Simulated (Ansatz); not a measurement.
**CaF2 with a defect (Ag on a Ca site): a single-point run**

The task is a single point on CaF2 with a defect (Ag on a Ca site) that gives the gradients at the nuclei.

Program: Ansatz 0.2.0. Level of theory: DFT, PBE, plane-wave PAW, default files, scalar-relativistic. These are calculated values, not measurements.

### Step 1. Starting point

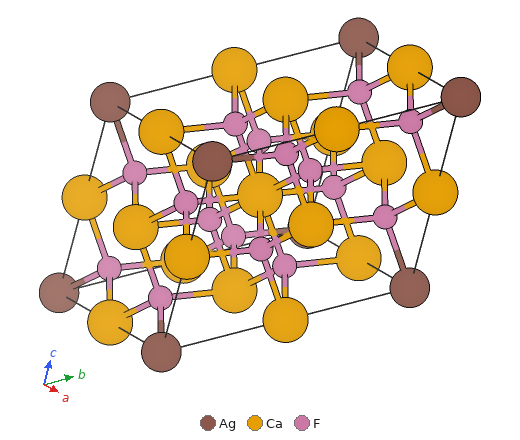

The starting structure, seen slightly off an axis (silver brown, calcium amber, fluorine pink). Atoms on the faces are drawn again on the opposite ones.

Structure file:

```
CELL_PARAMETERS angstrom
0.00000 5.46200 5.46200
5.46200 0.00000 5.46200
5.46200 5.46200 0.00000
ATOMIC_POSITIONS crystal
Ag 0.00000 0.00000 0.00000
Ca 0.00000 0.00000 0.50000
Ca 0.00000 0.50000 0.00000
Ca 0.00000 0.50000 0.50000
Ca 0.50000 0.00000 0.00000
Ca 0.50000 0.00000 0.50000
Ca 0.50000 0.50000 0.00000
Ca 0.50000 0.50000 0.50000
F 0.12500 0.12500 0.12500
F 0.12500 0.12500 0.62500
F 0.12500 0.62500 0.12500
F 0.12500 0.62500 0.62500
F 0.62500 0.12500 0.12500
F 0.62500 0.12500 0.62500
F 0.62500 0.62500 0.12500
F 0.62500 0.62500 0.62500
F 0.37500 0.37500 0.37500
F 0.37500 0.37500 0.87500
F 0.37500 0.87500 0.37500
F 0.37500 0.87500 0.87500
F 0.87500 0.37500 0.37500
F 0.87500 0.37500 0.87500
F 0.87500 0.87500 0.37500
F 0.87500 0.87500 0.87500
```

### Step 2. The calculation

Contents of input.yaml:

```yaml
crystal:
  lattice:
    - [0.0, 5.462, 5.462]
    - [5.462, 0.0, 5.462]
    - [5.462, 5.462, 0.0]
  atoms:
    - { symbol: Ag, position: [0.0, 0.0, 0.0], spin: 1.0 }
    - { symbol: Ca, position: [0.0, 0.0, 0.5] }
    - { symbol: Ca, position: [0.0, 0.5, 0.0] }
    - { symbol: Ca, position: [0.0, 0.5, 0.5] }
    - { symbol: Ca, position: [0.5, 0.0, 0.0] }
    - { symbol: Ca, position: [0.5, 0.0, 0.5] }
    - { symbol: Ca, position: [0.5, 0.5, 0.0] }
    - { symbol: Ca, position: [0.5, 0.5, 0.5] }
    - { symbol: F, position: [0.125, 0.125, 0.125] }
    - { symbol: F, position: [0.125, 0.125, 0.625] }
    - { symbol: F, position: [0.125, 0.625, 0.125] }
    - { symbol: F, position: [0.125, 0.625, 0.625] }
    - { symbol: F, position: [0.625, 0.125, 0.125] }
    - { symbol: F, position: [0.625, 0.125, 0.625] }
    - { symbol: F, position: [0.625, 0.625, 0.125] }
    - { symbol: F, position: [0.625, 0.625, 0.625] }
    - { symbol: F, position: [0.375, 0.375, 0.375] }
    - { symbol: F, position: [0.375, 0.375, 0.875] }
    - { symbol: F, position: [0.375, 0.875, 0.375] }
    - { symbol: F, position: [0.375, 0.875, 0.875] }
    - { symbol: F, position: [0.875, 0.375, 0.375] }
    - { symbol: F, position: [0.875, 0.375, 0.875] }
    - { symbol: F, position: [0.875, 0.875, 0.375] }
    - { symbol: F, position: [0.875, 0.875, 0.875] }
magnetization:
  spin_polarized: true
kpoints:
  mp_grid: { grid: [3, 3, 3] }
scf:
  occupations: { method: fermi_dirac, width: 0.01 }
  max_iter: 75
hamiltonian:
  xc: pbe
  pseudopotentials: { kind: paw }
output:
  forces: true
  stress: true
  populations: true
  efg: { quadrupole_moments_barn: { Ca: -0.0408 }, contact_densities: true }
ENCUT: 400
```

Started as:

```
ansatz run input.yaml --threads 1 --pin off --max-ram 3072MiB --backend cpu --events-out ev --progress --plain --runs-dir out
```

Output:

```text
Error: YAML parse error: error: line 46 column 1: unknown field `ENCUT`, expected one of crystal, accuracy, basis, kpoints, hamiltonian, magnetization, projection, total_charge, correlation, batch, efield, external_charges, scf, relax, neb, saddle, md, ramp, phonons, dielectric, real_time, elastic, magnetic_configurations, gw, evaluate, workflow, output, checkpoint, execution
  --> <input>:46:1
   |
44 |   populations: true
45 |   efg: { quadrupole_moments_barn: { Ca: -0.0408 }, contact_densit…
46 | ENCUT: 400
   | ^ unknown field `ENCUT`, expected one of crystal, accuracy, basis, kpoints, hamiltonian, magnetization, projection, total_charge, correlation, batch, efield, external_charges, scf, relax, neb, saddle, md, ramp, phonons, dielectric, real_time, elastic, magnetic_configurations, gw, evaluate, workflow, output, checkpoint, execution
```

Wall time 0.03 s (1 thread of Arm Neoverse V1, shared host); peak memory 0.023 GiB.

### Step 3. Diagnosis

The run ended at the input check. It says: «line 46 column 1: unknown field `ENCUT`, expected one of crystal, accuracy, basis, kpoints, hamiltonian, magnetization, ...»

The suspect setting: ENCUT is 400. A setting was typed under another program's name, or in the wrong section.

The cure: delete ENCUT.

### Step 4. The mended run

Other changes include scf.max_iter, output requests.

input.yaml, as its differences from that of step 2:

```diff
@@ -36,3 +36,2 @@
   occupations: { method: fermi_dirac, width: 0.01 }
-  max_iter: 75
 hamiltonian:
@@ -45,2 +44,5 @@
   efg: { quadrupole_moments_barn: { Ca: -0.0408 }, contact_densities: true }
-ENCUT: 400
+  write_density: true
+  write_potential: true
+  elf: true
+  volumetric_format: npy
```

Started as:

```
ansatz run input.yaml --threads 1 --pin off --max-ram 3072MiB --backend cpu --events-out ev --progress --plain --runs-dir out
```

Excerpt of the output:

```text
[...]
Basis set: ecut = 420 eV, 6375 PW (Γ), exchange–correlation on 108×108×108 points (8 copies of the dense FFT grid, shifted against one another)
[...]
Magnetic group: BNS 225.116 (UNI 1618), of the structure as read, at distance tolerance 6.9e-5 Å
k-points: 4 of 27
[...]
SCF iter   1: F=—  HF=-33309.562060 eV  |F-HF|=—  |Δ(HF+E_count)|=         —  Δρ=9.34e-2 (↑8.09e-2 ↓9.34e-2)  dr2=9.41e1  dr2_m=7.61e-1  M=0.272 μB ∫|m|=0.282 μB  β_m=0.30  ethr=3.10e-3  ⟨swp⟩=9.5  Hψ=5034  notcnv=0  defer=4
preconditioner: auto → Kerker (q_TF=auto, 2.517 Å⁻¹)  [metal: Δε(μ)=0.019 eV  Ē_g=14.789 eV  σ=0.010 eV  W_gap=0.44  n_scr=88 (ndim 8)  ℏωp=27.5 eV  f_vac=0.002  D(μ)=23.97/eV (n_scr^D=282)]
[...]
SCF iter   2: F=—  HF=-33290.414181 eV  |F-HF|=—  |Δ(HF+E_count)|=    1.91e1  Δρ=4.04e-2 (↑3.07e-2 ↓4.04e-2)  dr2=2.20e1  dr2_m=2.66e-1  M=1.000 μB ∫|m|=1.004 μB  β_m=0.30  ethr=3.10e-3  ⟨swp⟩=4.0  Hψ=2135  notcnv=0  defer=132
[...]
SCF iter  15: F=—  HF=-33282.947194 eV  |F-HF|=—  |Δ(HF+E_count)|=   3.00e-6  Δρ=2.15e-6 (↑2.15e-6 ↓2.02e-6)  dr2=1.12e-7  dr2_m=5.01e-10  M=1.000 μB ∫|m|=1.044 μB  β_m=0.96  ethr=1.43e-9  ⟨swp⟩=2.0  Hψ=1522  notcnv=0  defer=150
SCF iter  16: F=-33282.947194 eV  HF=-33282.947194 eV  |F-HF|=7.79e-9  |Δ(HF+E_count)|=   7.05e-8  Δρ=9.21e-7 (↑6.78e-7 ↓9.21e-7)  dr2=1.68e-8  dr2_m=2.33e-10  M=1.000 μB ∫|m|=1.044 μB  ethr=4.98e-11  ⟨swp⟩=18.4  Hψ=8307  notcnv=0
[...]
SCF converged after 16 iterations
Magnetization: 1.0000 μB (101.0000 up, 100.0000 down)
[...]
Free energy (F): -33282.947194 eV
[...]
E sigma→0 (E₀):  -33282.939670 eV
[...]
Fermi energy:    4.714491 eV
[...]
  P = ⅓ Tr σ = 2.3012 GPa (23.012 kbar)
[...]
```

Run time: 66 s. Hardware: 1 thread of Arm Neoverse V1, shared host; peak memory 0.85 GiB.

Like atoms gathered into sites:

```csv
site,atoms,distance from the defect (Å),V_zz (10²¹ V/m²),η,C_Q (MHz),m (μB),A_iso (MHz)
Ag,1,0.00,0.00,–,–,0.54,57.9 (¹⁰⁹Ag)
F9,"9, 10, 11, 13, …",2.37,4.06,0.00,–,0.05,53.8 (¹⁹F)
Ca2,"2, 3, 4, 5, …",3.86,0.13,0.96,-0.126 (⁴³Ca),0.00,0.5 (⁴³Ca)
F12,"12, 14, 15, 16, …",4.53,0.22,0.00,–,0.00,2.9 (¹⁹F)
Ca8,8,5.46,0.00,–,0 (⁴³Ca),0.00,0.2 (⁴³Ca)
```

C_Q = eQV_zz/h, which is 24.18 MHz for Q = 1 b and V_zz = 10²¹ V/m²; η = (V_xx − V_yy)/V_zz. Quadrupole moments are those of Pyykkö's year-2017 table. A dash under C_Q marks elements without a common quadrupolar isotope.

A_iso = (2μ₀/3) g_e μB g_N μN ρ_s(0)/(2S h), from the all-electron spin density at the nucleus.

### Step 5. Summary of results

| quantity | value |
| --- | --- |
| first try | refused |
| cause | a key that the program doesn't have there |
| second try | converged, 16 SCF cycles |
| energy (zero set by the potentials) | -33282.9472 eV |
| pressure | 2.30 GPa |
| absolute moment | 1.04 μB |
| largest force | 0.153 eV/Å |
| largest V_zz in size | 4.06 × 10²¹ V/m² at F9 |

In words: The second try converges in 16 SCF cycles. The largest force in the second run is 0.153 eV/Å, so the atoms are not at their relaxed places.
